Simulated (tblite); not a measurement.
# Run report: C$_{4}$H$_{12}$N$_{2}$Si, geometry relaxation

- system: C$_{4}$H$_{12}$N$_{2}$Si, SMILES C=CN(C)N(C)[SiH3]
- method: GFN2-xTB geometry optimisation, gas phase (tblite 0.8.0)

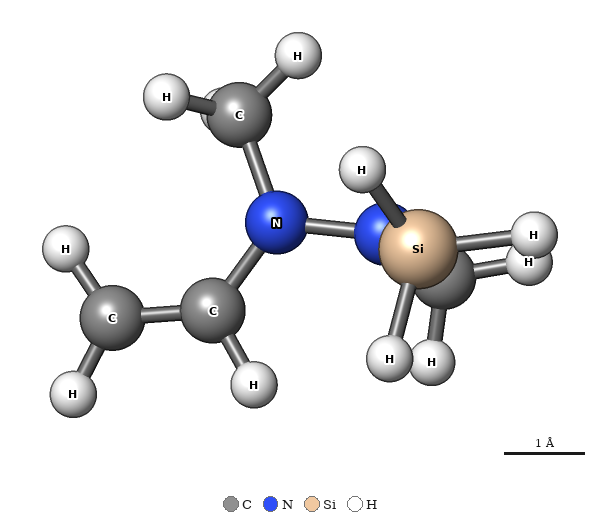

Figure 1. The starting structure (ball-and-stick view, seen at a tilt). Bond lengths as drawn: C–C 1.32 Å, C–H 1.08 to 1.11 Å, C–N 1.39 to 1.49 Å, H–Si 1.48 to 1.49 Å, N–N 1.42 Å and N–Si 1.71 Å.

Summary:

| quantity | value |
| --- | --- |
| outcome | converged |
| total energy | −605.0099 eV |
| hardware | 1 CPU thread, shared host |
| wall time | 1.1 s |
| peak memory | 0.18 GiB |

Input file:
```
{"job": {"xc": "GFN2-xTB", "basis": "xTB", "kind": "relax"}, "charge": 0, "multiplicity": 1}
C     -2.556300    -0.011400     0.870000
C     -1.239500    -0.117400     0.794300
N     -0.375900     0.176300    -0.248300
C     -0.875400     0.625100    -1.573100
N      1.010200    -0.114900    -0.141700
C      1.237000    -1.555400    -0.198700
Si     1.990500     1.033700     0.661900
H     -3.148700     0.362800     0.044200
H     -3.088200    -0.288800     1.778000
H     -0.715000    -0.497600     1.686500
H     -0.051200     0.880400    -2.235500
H     -1.454600    -0.186100    -2.038800
H     -1.515900     1.504500    -1.452200
H      2.292000    -1.775400    -0.444500
H      1.010300    -2.028500     0.763300
H      0.633300    -2.030900    -0.963400
H      3.412600     0.706600     0.395800
H      1.687800     2.390100     0.162900
H      1.737100     0.936300     2.131900
```

The first line tells a small driver script what to run in tblite; the rest is the geometry in Å.

Launched with:
```bash
OMP_NUM_THREADS=1 python <driver script> task.json out
```

The program's output:
```
step      E/eV     max force
  0    -604.78549    1.735
  1    -604.85519    1.058
  2    -604.88046    0.447
  3    -604.90610    0.388
  4    -604.92909    0.285
  5    -604.93990    0.214
  6    -604.94833    0.196
  7    -604.95340    0.186
  8    -604.95766    0.142
  9    -604.96158    0.162
 10    -604.96564    0.155
 11    -604.96908    0.126
 12    -604.97171    0.115
 13    -604.97374    0.106
 14    -604.97545    0.098
 15    -604.97676    0.083
 16    -604.97766    0.075
 17    -604.97832    0.055
 18    -604.97895    0.059
 19    -604.97970    0.070
 20    -604.98071    0.099
 21    -604.98208    0.117
 22    -604.98379    0.116
 23    -604.98569    0.109
 24    -604.98750    0.110
 25    -604.98914    0.104
 26    -604.99061    0.080
 27    -604.99189    0.096
 28    -604.99296    0.077
 29    -604.99390    0.103
 30    -604.99489    0.105
 31    -604.99599    0.087
 32    -604.99701    0.093
 33    -604.99774    0.068
 34    -604.99824    0.058
 35    -604.99870    0.059
 36    -604.99921    0.074
 37    -604.99971    0.057
 38    -605.00015    0.051
 39    -605.00055    0.057
 40    -605.00094    0.046
 41    -605.00131    0.044
 42    -605.00167    0.044
 43    -605.00205    0.047
 44    -605.00247    0.048
 45    -605.00292    0.064
 46    -605.00334    0.061
 47    -605.00373    0.042
 48    -605.00412    0.048
 49    -605.00449    0.060
 50    -605.00483    0.048
 51    -605.00518    0.038
 52    -605.00561    0.050
 53    -605.00617    0.050
 54    -605.00662    0.049
 55    -605.00691    0.032
 56    -605.00710    0.028
 57    -605.00729    0.037
 58    -605.00751    0.040
 59    -605.00774    0.038
 60    -605.00796    0.034
 61    -605.00818    0.028
 62    -605.00838    0.036
 63    -605.00853    0.026
 64    -605.00861    0.025
 65    -605.00869    0.024
 66    -605.00879    0.030
 67    -605.00896    0.037
 68    -605.00909    0.025
 69    -605.00917    0.025
 70    -605.00922    0.021
 71    -605.00926    0.017
 72    -605.00929    0.017
 73    -605.00932    0.017
 74    -605.00934    0.016
 75    -605.00937    0.013
 76    -605.00941    0.014
 77    -605.00944    0.009
 78    -605.00946    0.009
 79    -605.00947    0.007
 80    -605.00949    0.009
 81    -605.00951    0.010
 82    -605.00953    0.011
 83    -605.00956    0.012
 84    -605.00958    0.014
 85    -605.00961    0.015
 86    -605.00965    0.014
 87    -605.00969    0.011
 88    -605.00972    0.010
 89    -605.00974    0.008
 90    -605.00975    0.006
 91    -605.00976    0.006
 92    -605.00977    0.005
 93    -605.00977    0.005
 94    -605.00978    0.005
 95    -605.00978    0.005
 96    -605.00979    0.004
 97    -605.00979    0.005
 98    -605.00980    0.005
 99    -605.00980    0.005
100    -605.00981    0.005
101    -605.00982    0.007
102    -605.00983    0.008
103    -605.00984    0.010
104    -605.00985    0.010
105    -605.00987    0.009
106    -605.00988    0.009
107    -605.00989    0.008
108    -605.00990    0.006
109    -605.00990    0.006
110    -605.00991    0.005
111    -605.00991    0.004
112    -605.00991    0.005
113    -605.00992    0.002
```

Trajectory as extended XYZ (Å, eV, eV/Å), 12 frames, from step=0 to step=113:
```
19
Properties=species:S:1:pos:R:3:forces:R:3 step=0 energy=-604.78549
C    -2.5563   -0.0114    0.8700   -0.6200   0.1670  -0.2570
C    -1.2395   -0.1174    0.7943    1.1830  -0.2440   0.2800
N    -0.3759    0.1763   -0.2483   -0.1560   0.5560  -0.4570
C    -0.8754    0.6251   -1.5731    0.0590  -0.5760   0.9290
N     1.0102   -0.1149   -0.1417   -1.3570  -0.8010  -0.7260
C     1.2370   -1.5554   -0.1987    0.8490   0.1150   0.1780
Si    1.9905    1.0337    0.6619    0.5180   0.3430   0.6750
H    -3.1487    0.3628    0.0442    0.0350  -0.1210   0.2140
H    -3.0882   -0.2888    1.7780    0.2720   0.1520  -0.4300
H    -0.7150   -0.4976    1.6865   -0.0590   0.2270  -0.5490
H    -0.0512    0.8804   -2.2355    0.1230  -0.0650   0.2870
H    -1.4546   -0.1861   -2.0388    0.0170   0.1900   0.0550
H    -1.5159    1.5045   -1.4522    0.0870  -0.1610   0.0620
H     2.2920   -1.7754   -0.4445   -0.3790   0.3050   0.1940
H     1.0103   -2.0285    0.7633   -0.0010  -0.0410  -0.0490
H     0.6333   -2.0309   -0.9634   -0.2420   0.1580  -0.1540
H     3.4126    0.7066    0.3958   -0.3930  -0.0380   0.0040
H     1.6878    2.3901    0.1629   -0.0940  -0.3560   0.0470
H     1.7371    0.9363    2.1319    0.1560   0.1900  -0.3010
19
Properties=species:S:1:pos:R:3:forces:R:3 step=10 energy=-604.96564
C    -2.5356   -0.0031    0.8308   -0.0270   0.0020   0.0220
C    -1.2096   -0.1090    0.7918    0.0380  -0.0040   0.0080
N    -0.3764    0.2290   -0.2396    0.0280   0.0160   0.0750
C    -0.8831    0.6065   -1.5341    0.0180  -0.0280   0.0480
N     0.9768   -0.1207   -0.1730    0.0170   0.0470   0.0550
C     1.2327   -1.5476   -0.2043   -0.0030   0.1230   0.0020
Si    1.9786    1.0058    0.6895   -0.0680  -0.0350  -0.0700
H    -3.1344    0.3587    0.0116    0.1010  -0.0550   0.0700
H    -3.0544   -0.2714    1.7342   -0.0390   0.0240  -0.0830
H    -0.6647   -0.4788    1.6527   -0.0680   0.0500   0.0010
H    -0.0206    0.8505   -2.1553   -0.1530   0.0180  -0.0200
H    -1.4645   -0.1990   -2.0050    0.0630   0.0670   0.0220
H    -1.5268    1.4854   -1.4257    0.0870  -0.0730  -0.0760
H     2.2864   -1.6924   -0.4268    0.0150  -0.0540  -0.0250
H     1.0076   -2.0341    0.7515   -0.0200  -0.0300  -0.0290
H     0.6240   -2.0140   -0.9814    0.0510   0.0240  -0.0140
H     3.3609    0.6438    0.3777   -0.0400  -0.0580   0.0010
H     1.6223    2.3182    0.1531   -0.0450  -0.0600   0.0080
H     1.7709    0.9815    2.1449    0.0460   0.0250   0.0040
19
Properties=species:S:1:pos:R:3:forces:R:3 step=20 energy=-604.98071
C    -2.5308   -0.0056    0.8270   -0.0270   0.0020  -0.0050
C    -1.2043   -0.0968    0.8133    0.0020   0.0050  -0.0270
N    -0.3706    0.2533   -0.2161    0.0540  -0.0340   0.0030
C    -0.8820    0.5996   -1.5200    0.0120  -0.0240   0.0420
N     0.9770   -0.1153   -0.1588    0.0290  -0.0250   0.0630
C     1.2337   -1.5403   -0.2170   -0.0120   0.0570  -0.0060
Si    1.9791    1.0047    0.6960    0.0130   0.0060  -0.0240
H    -3.1030    0.3434   -0.0117   -0.0030  -0.0090  -0.0320
H    -3.0830   -0.2680    1.7088   -0.0080  -0.0070   0.0280
H    -0.6687   -0.4497    1.6864   -0.0190   0.0420  -0.0320
H    -0.0367    0.8473   -2.1601   -0.0140  -0.0250   0.0360
H    -1.4532   -0.2178   -1.9764   -0.0030   0.0070   0.0120
H    -1.5271    1.4762   -1.4352   -0.0120  -0.0280  -0.0050
H     2.2926   -1.6899   -0.4260   -0.0800   0.0150  -0.0060
H     0.9935   -2.0504    0.7252   -0.0350   0.0060  -0.0920
H     0.6393   -1.9831   -1.0193    0.0430  -0.0130   0.0260
H     3.3433    0.5923    0.3702    0.0050   0.0310  -0.0030
H     1.5755    2.2973    0.1484    0.0410  -0.0100   0.0190
H     1.8156    1.0121    2.1578    0.0130   0.0020  -0.0010
19
Properties=species:S:1:pos:R:3:forces:R:3 step=30 energy=-604.99489
C    -2.5501   -0.0111    0.8052    0.0120  -0.0180   0.0160
C    -1.2219   -0.0683    0.8420   -0.0010   0.0250  -0.0070
N    -0.3664    0.2738   -0.1732    0.0350  -0.0210  -0.0120
C    -0.8792    0.5622   -1.4903    0.0070   0.0120   0.0240
N     0.9731   -0.1122   -0.1005    0.0420  -0.0020  -0.0130
C     1.2198   -1.5307   -0.2511   -0.0250   0.0120  -0.0150
Si    2.0117    1.0083    0.7042    0.0270   0.0140   0.0330
H    -3.1007    0.2876   -0.0667   -0.0070  -0.0220  -0.0110
H    -3.1248   -0.2556    1.6771   -0.0310   0.0050   0.0460
H    -0.7038   -0.3599    1.7464   -0.0090  -0.0130  -0.0100
H    -0.0397    0.8055   -2.1376    0.0110  -0.0220   0.0040
H    -1.4422   -0.2757   -1.9195    0.0280  -0.0070   0.0110
H    -1.5382    1.4284   -1.4268   -0.0330   0.0220  -0.0410
H     2.2849   -1.6820   -0.4226   -0.0700   0.0130   0.0770
H     0.9093   -2.1059    0.6310    0.0450   0.0300  -0.0440
H     0.6705   -1.9128   -1.1151    0.0030   0.0340  -0.0030
H     3.3719    0.6004    0.3490   -0.0420   0.0000  -0.0170
H     1.6107    2.3069    0.1678    0.0190  -0.0200  -0.0090
H     1.9053    1.0503    2.1733   -0.0120  -0.0400  -0.0310
19
Properties=species:S:1:pos:R:3:forces:R:3 step=41 energy=-605.00131
C    -2.5610   -0.0242    0.8064    0.0100  -0.0100   0.0030
C    -1.2321   -0.0478    0.8611   -0.0040   0.0150   0.0050
N    -0.3690    0.3022   -0.1478   -0.0100  -0.0120  -0.0080
C    -0.8746    0.5428   -1.4775    0.0010   0.0000  -0.0160
N     0.9671   -0.0965   -0.0728    0.0100   0.0300  -0.0110
C     1.2049   -1.5077   -0.2697   -0.0220  -0.0060  -0.0060
Si    2.0324    1.0105    0.7084    0.0230   0.0130   0.0350
H    -3.1047    0.2278   -0.0854    0.0000   0.0090   0.0180
H    -3.1470   -0.2445    1.6793    0.0190  -0.0200  -0.0020
H    -0.7193   -0.3114    1.7768    0.0020   0.0100   0.0070
H    -0.0273    0.7740   -2.1188    0.0000   0.0000  -0.0300
H    -1.4171   -0.3190   -1.8840    0.0090  -0.0110  -0.0150
H    -1.5491    1.3999   -1.4590    0.0010   0.0010   0.0120
H     2.2738   -1.6701   -0.3830   -0.0080   0.0210   0.0200
H     0.8439   -2.1141    0.5685   -0.0190   0.0030   0.0130
H     0.6988   -1.8410   -1.1781    0.0010  -0.0270  -0.0250
H     3.3789    0.5906    0.3160   -0.0300  -0.0020   0.0090
H     1.6503    2.3157    0.1732    0.0070  -0.0200   0.0300
H     1.9413    1.0221    2.1790    0.0100   0.0070  -0.0370
19
Properties=species:S:1:pos:R:3:forces:R:3 step=51 energy=-605.00518
C    -2.5591   -0.0368    0.8179    0.0230  -0.0070  -0.0150
C    -1.2299   -0.0283    0.8638    0.0200   0.0230  -0.0050
N    -0.3737    0.3283   -0.1514   -0.0030  -0.0110  -0.0270
C    -0.8759    0.5309   -1.4893   -0.0160   0.0050  -0.0200
N     0.9616   -0.0769   -0.0805   -0.0010   0.0230   0.0230
C     1.1876   -1.4901   -0.2773   -0.0060   0.0070   0.0160
Si    2.0421    1.0058    0.7146    0.0120   0.0110   0.0130
H    -3.1130    0.2021   -0.0714   -0.0070  -0.0170   0.0160
H    -3.1315   -0.2749    1.6959    0.0170   0.0240  -0.0230
H    -0.7089   -0.2628    1.7832    0.0110  -0.0190  -0.0130
H    -0.0286    0.7619   -2.1317   -0.0060   0.0230   0.0000
H    -1.3970   -0.3480   -1.8876   -0.0170  -0.0120   0.0230
H    -1.5638    1.3765   -1.4907   -0.0200   0.0030  -0.0030
H     2.2596   -1.6596   -0.3251   -0.0010  -0.0310  -0.0100
H     0.7701   -2.0939    0.5353   -0.0160  -0.0100   0.0330
H     0.7302   -1.8167   -1.2144    0.0190   0.0090  -0.0190
H     3.3753    0.5641    0.3028   -0.0110   0.0140   0.0090
H     1.6754    2.3279    0.2136   -0.0020  -0.0250   0.0050
H     1.9695    0.9997    2.1848    0.0030  -0.0070  -0.0030
19
Properties=species:S:1:pos:R:3:forces:R:3 step=61 energy=-605.00818
C    -2.5448   -0.0455    0.8190    0.0130   0.0060   0.0070
C    -1.2160   -0.0134    0.8521    0.0260   0.0000  -0.0090
N    -0.3686    0.3496   -0.1681    0.0030   0.0050  -0.0210
C    -0.8850    0.5275   -1.5048   -0.0150   0.0000  -0.0150
N     0.9666   -0.0613   -0.0938   -0.0130   0.0030  -0.0010
C     1.1740   -1.4809   -0.2724    0.0130   0.0240   0.0000
Si    2.0487    1.0023    0.7278   -0.0140  -0.0120  -0.0210
H    -3.1194    0.1769   -0.0614    0.0210  -0.0030   0.0080
H    -3.0981   -0.2809    1.7092   -0.0120   0.0030  -0.0110
H    -0.6812   -0.2433    1.7648   -0.0170   0.0060   0.0150
H    -0.0521    0.7735   -2.1604    0.0060  -0.0010   0.0160
H    -1.3938   -0.3661   -1.8857    0.0060  -0.0200   0.0030
H    -1.5933    1.3560   -1.5089   -0.0100   0.0150   0.0190
H     2.2425   -1.6754   -0.2725    0.0140  -0.0110   0.0000
H     0.7085   -2.0707    0.5255   -0.0130   0.0050  -0.0090
H     0.7563   -1.8004   -1.2305   -0.0070  -0.0130   0.0060
H     3.3778    0.5587    0.3085    0.0110   0.0120   0.0020
H     1.6821    2.3304    0.2467   -0.0030  -0.0100   0.0050
H     1.9858    0.9723    2.1977   -0.0110  -0.0070   0.0060
19
Properties=species:S:1:pos:R:3:forces:R:3 step=71 energy=-605.00926
C    -2.5339   -0.0455    0.8190   -0.0040  -0.0010   0.0000
C    -1.2057   -0.0043    0.8538    0.0120   0.0010  -0.0020
N    -0.3644    0.3579   -0.1722    0.0040   0.0050   0.0000
C    -0.8923    0.5229   -1.5060    0.0050   0.0010  -0.0030
N     0.9712   -0.0551   -0.1071   -0.0090  -0.0070   0.0070
C     1.1691   -1.4770   -0.2765    0.0000   0.0100   0.0000
Si    2.0521    0.9985    0.7292   -0.0140  -0.0070  -0.0070
H    -3.1042    0.1639   -0.0667   -0.0040   0.0020  -0.0020
H    -3.0922   -0.2771    1.7069    0.0000   0.0030   0.0030
H    -0.6722   -0.2222    1.7700    0.0050   0.0090   0.0040
H    -0.0651    0.7786   -2.1647    0.0030   0.0040  -0.0060
H    -1.3886   -0.3809   -1.8804    0.0020  -0.0030   0.0000
H    -1.6119    1.3418   -1.5064   -0.0030   0.0000   0.0050
H     2.2347   -1.6854   -0.2497    0.0070  -0.0040   0.0010
H     0.6748   -2.0555    0.5120    0.0040  -0.0120   0.0040
H     0.7694   -1.7980   -1.2417   -0.0010  -0.0050  -0.0060
H     3.3865    0.5685    0.3126    0.0000   0.0010  -0.0060
H     1.6791    2.3287    0.2621   -0.0010   0.0070   0.0020
H     1.9839    0.9495    2.1985   -0.0060  -0.0040   0.0080
19
Properties=species:S:1:pos:R:3:forces:R:3 step=82 energy=-605.00953
C    -2.5308   -0.0426    0.8205   -0.0060  -0.0040   0.0010
C    -1.2027    0.0023    0.8539    0.0020  -0.0040   0.0010
N    -0.3628    0.3592   -0.1748   -0.0010   0.0000   0.0050
C    -0.8924    0.5219   -1.5080    0.0030  -0.0010   0.0000
N     0.9712   -0.0574   -0.1085   -0.0010   0.0020  -0.0080
C     1.1690   -1.4794   -0.2778   -0.0030   0.0080  -0.0010
Si    2.0490    0.9966    0.7304   -0.0020  -0.0070   0.0040
H    -3.1027    0.1588   -0.0662   -0.0020   0.0010   0.0020
H    -3.0873   -0.2712    1.7103   -0.0020   0.0080   0.0030
H    -0.6672   -0.2075    1.7710    0.0000   0.0030   0.0010
H    -0.0682    0.7846   -2.1677    0.0050   0.0000  -0.0020
H    -1.3826   -0.3851   -1.8823   -0.0010  -0.0020  -0.0070
H    -1.6177    1.3358   -1.5057   -0.0040  -0.0010   0.0010
H     2.2345   -1.6874   -0.2446    0.0080  -0.0050  -0.0060
H     0.6710   -2.0595    0.5072   -0.0010  -0.0020   0.0080
H     0.7744   -1.8004   -1.2453    0.0030   0.0000  -0.0060
H     3.3840    0.5729    0.3094    0.0030   0.0000   0.0020
H     1.6749    2.3293    0.2711   -0.0050   0.0020  -0.0010
H     1.9768    0.9382    2.1996    0.0040   0.0000   0.0020
19
Properties=species:S:1:pos:R:3:forces:R:3 step=92 energy=-605.00977
C    -2.5307   -0.0380    0.8241   -0.0020   0.0040   0.0010
C    -1.2023    0.0069    0.8542    0.0000   0.0000   0.0010
N    -0.3632    0.3536   -0.1783   -0.0030   0.0000   0.0020
C    -0.8918    0.5193   -1.5112    0.0010  -0.0020   0.0000
N     0.9716   -0.0601   -0.1117   -0.0020   0.0040  -0.0010
C     1.1722   -1.4816   -0.2814   -0.0030   0.0030   0.0000
Si    2.0453    0.9930    0.7336    0.0000  -0.0010   0.0030
H    -3.1053    0.1521   -0.0634    0.0030   0.0020   0.0010
H    -3.0850   -0.2519    1.7191    0.0000   0.0000  -0.0030
H    -0.6658   -0.1919    1.7732    0.0010  -0.0010  -0.0030
H    -0.0678    0.7917   -2.1676    0.0010   0.0010  -0.0010
H    -1.3743   -0.3888   -1.8930   -0.0020  -0.0030   0.0000
H    -1.6232    1.3278   -1.5054   -0.0010  -0.0040   0.0000
H     2.2381   -1.6882   -0.2489    0.0020  -0.0010  -0.0020
H     0.6751   -2.0622    0.5040    0.0010  -0.0040   0.0030
H     0.7784   -1.8029   -1.2492    0.0000   0.0000  -0.0020
H     3.3824    0.5771    0.3108   -0.0020   0.0030   0.0010
H     1.6612    2.3253    0.2808    0.0020   0.0010   0.0020
H     1.9754    0.9279    2.2029    0.0030  -0.0010  -0.0020
19
Properties=species:S:1:pos:R:3:forces:R:3 step=102 energy=-605.00983
C    -2.5311   -0.0340    0.8255   -0.0010   0.0000  -0.0010
C    -1.2027    0.0081    0.8544    0.0010  -0.0030  -0.0010
N    -0.3642    0.3522   -0.1795   -0.0020   0.0000   0.0020
C    -0.8925    0.5165   -1.5128    0.0030  -0.0030   0.0030
N     0.9710   -0.0603   -0.1119   -0.0010   0.0080   0.0000
C     1.1729   -1.4816   -0.2822    0.0000   0.0060   0.0000
Si    2.0439    0.9923    0.7354    0.0040   0.0020   0.0000
H    -3.1048    0.1563   -0.0627   -0.0010   0.0020   0.0050
H    -3.0857   -0.2468    1.7205    0.0020   0.0020  -0.0050
H    -0.6650   -0.1916    1.7726   -0.0030   0.0010  -0.0020
H    -0.0684    0.7919   -2.1680   -0.0040   0.0030  -0.0010
H    -1.3716   -0.3930   -1.8962    0.0000   0.0010   0.0060
H    -1.6269    1.3224   -1.5071    0.0060  -0.0050  -0.0010
H     2.2392   -1.6866   -0.2523    0.0050  -0.0010  -0.0010
H     0.6789   -2.0636    0.5041   -0.0020  -0.0020   0.0020
H     0.7777   -1.8026   -1.2494   -0.0020  -0.0040  -0.0020
H     3.3819    0.5808    0.3112   -0.0020  -0.0010  -0.0020
H     1.6601    2.3262    0.2864   -0.0020  -0.0040   0.0030
H     1.9775    0.9225    2.2045   -0.0020  -0.0010  -0.0010
19
Properties=species:S:1:pos:R:3:forces:R:3 step=113 energy=-605.00992
C    -2.5318   -0.0266    0.8258    0.0010   0.0000   0.0000
C    -1.2031    0.0098    0.8535    0.0010   0.0000  -0.0010
N    -0.3641    0.3520   -0.1807    0.0010   0.0010  -0.0010
C    -0.8925    0.5106   -1.5145    0.0000   0.0000   0.0010
N     0.9714   -0.0590   -0.1128    0.0000   0.0010   0.0010
C     1.1751   -1.4800   -0.2842    0.0010   0.0020   0.0000
Si    2.0435    0.9910    0.7388   -0.0010   0.0010   0.0000
H    -3.1063    0.1676   -0.0607    0.0000   0.0000  -0.0010
H    -3.0862   -0.2376    1.7213    0.0000  -0.0010   0.0010
H    -0.6659   -0.1925    1.7712    0.0000   0.0000   0.0010
H    -0.0707    0.7913   -2.1702   -0.0010  -0.0020   0.0010
H    -1.3653   -0.4030   -1.8956   -0.0010   0.0020   0.0000
H    -1.6325    1.3111   -1.5104    0.0010   0.0000  -0.0010
H     2.2421   -1.6829   -0.2596   -0.0010  -0.0010   0.0000
H     0.6861   -2.0631    0.5047    0.0000   0.0000  -0.0010
H     0.7758   -1.8019   -1.2494    0.0000  -0.0010   0.0010
H     3.3810    0.5844    0.3085   -0.0010   0.0010   0.0000
H     1.6538    2.3261    0.2994   -0.0010  -0.0010   0.0010
H     1.9797    0.9119    2.2076    0.0010  -0.0010   0.0000
```
